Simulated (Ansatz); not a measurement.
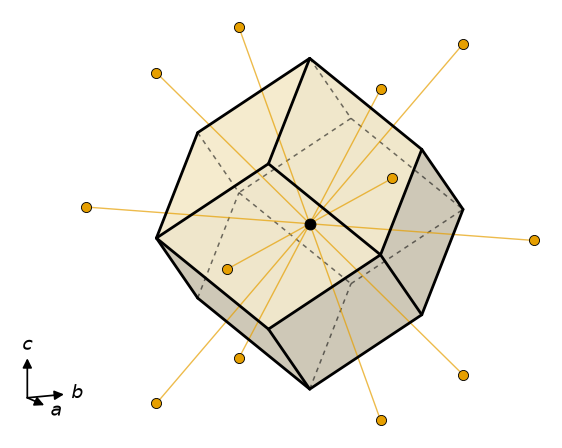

For Rh, the input geometry of an electronic-structure calculation (not necessarily at equilibrium): the Wigner–Seitz cell of the crystal's lattice, with lines to the lattice points that define its faces. All values are computed from the atomic coordinates in the standard setting (tolerance 0.002 Å).

a = 3.902 Å, b = 3.902 Å, c = 3.902 Å, α = 90.00°, β = 90.00°, γ = 90.00°; lattice centring F.

Describe the polyhedron.

A rhombic dodecahedron: 12 faces (12 with 4 edges), 24 edges, 14 vertices. Its volume is that of the primitive cell, 14.8 Å³.

Which lattice vectors do the faces bisect?

```tsv
example	length (Å)	faces	edges of each	area (Å²)
1/2 a + 1/2 b	2.76	12	4	2.7
```
